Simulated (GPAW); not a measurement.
Two runs for the S K edge of atom 3 in TlS (R-3m). Run A: GPAW, LDA, excited-electron core hole (neutral cell), 12-atom cell with 6.9 Å between holes, 4×4×3 k points, dipole transitions, Gaussian full width 0.9 eV up to 4 eV, rising linearly to 3.5 eV at 25 eV, without spin-orbit coupling. Run B has a fault in its input.

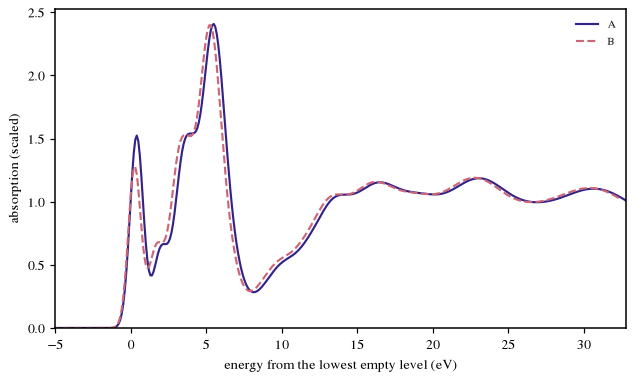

Energy from the lowest empty level; intensity scaled to a mean of 1 over the first 20 eV.

What went wrong in run B?

The charge keyword adds two electrons for one core hole. The scaled spectrum changes by 11 % r.m.s. The highest intensity below 16 eV goes from 5.5 eV (2.41) to 5.2 eV (2.40). Other settings could leave a like mark; this is the one that was changed.

[Hosts, paths, dates, database ids (printed as entryN), source tags and the programs' standing remarks are cut or masked in the printed files.]

[Lists of maxima count a maximum above −3 eV only where it reaches 4 % of the highest in the window and stands out from its surroundings by 2 % of it (1.5 % where it reaches 55 %); shoulders and weaker maxima are passed over, and of the rest the first, up to two pre-edge ones and the few strongest are named.]
